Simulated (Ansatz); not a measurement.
# CH4 (methane): where methods fail along a bond

CH4 has 5 atoms, charge 0, and is taken as a singlet. SMILES: `C`. The coordinates come from a PBE0-D4/def2-TZVP relaxation.

```xyz
5

C     0.0000    0.0000    0.0000
H     0.1590   -0.2432    1.0502
H    -1.0067    0.3952   -0.1329
H     0.1197   -0.8995   -0.6033
H     0.7281    0.7474   -0.3139
```

The C1–H4 distance is scanned; the parts on either side stay rigid. Basis 3-21G, 1 core orbital frozen in the correlated methods; program Ansatz 0.2.0. FCI is exact within this basis and core. Energies in eV from each method's value at 1.090 Å; methods without a U are spin-restricted. The shape above is that at 1.090 Å.

```json
{"distance (Å)": "1.090", "BLYP": "0.00", "r2SCAN": "0.00", "r2SCAN0": "0.00", "CCSDT": "0.00", "FCI": "0.00"}
{"distance (Å)": "1.362", "BLYP": "0.68", "r2SCAN": "0.75", "r2SCAN0": "0.80", "CCSDT": "0.69", "FCI": "0.69"}
{"distance (Å)": "1.634", "BLYP": "1.90", "r2SCAN": "2.05", "r2SCAN0": "2.16", "CCSDT": "1.86", "FCI": "1.86"}
{"distance (Å)": "2.179", "BLYP": "4.04", "r2SCAN": "4.37", "r2SCAN0": "4.63", "CCSDT": "3.69", "FCI": "3.69"}
{"distance (Å)": "2.724", "BLYP": "5.37", "r2SCAN": "5.84", "r2SCAN0": "6.28", "CCSDT": "4.45", "FCI": "4.45"}
```

Departure from the FCI curve at its largest: BLYP +0.91 eV at 2.72 Å; r2SCAN +1.39 eV at 2.72 Å; r2SCAN0 +1.82 eV at 2.72 Å; CCSDT within 0.005 eV. Functionals converge differently with the basis, so for them the departure isn't an error alone.

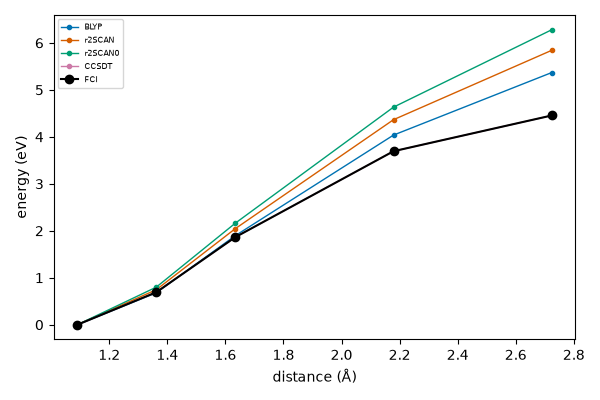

The curves of the table.
